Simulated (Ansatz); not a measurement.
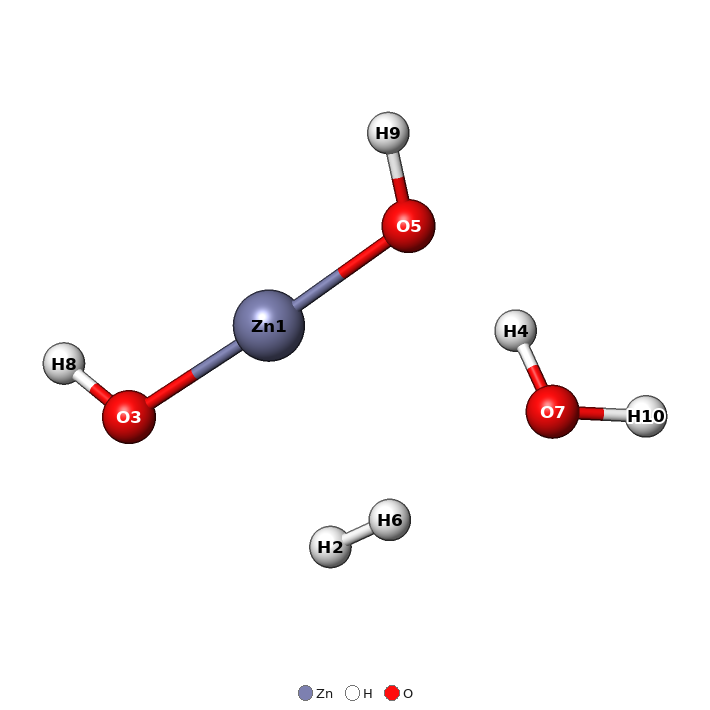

Sticks follow a distance rule. Harmonic vibrations computed with RKS PBE0-D4/def2-TZVP (Ansatz 0.2.0) at a stationary point of the same level.

**Is this a minimum or a saddle point?**

A minimum: no imaginary frequency, and the lowest mode lies at 37 cm⁻¹.

**How many vibrational modes are there, and where do they lie?**

24 modes: 37, 77, 124, 146, 166, 188, 205, 247, 270, 345, 379, 517, 591, 697, 735, 755, 789, 854, 1646, 3580, 3911, 3918, 3921, 4208 cm⁻¹.
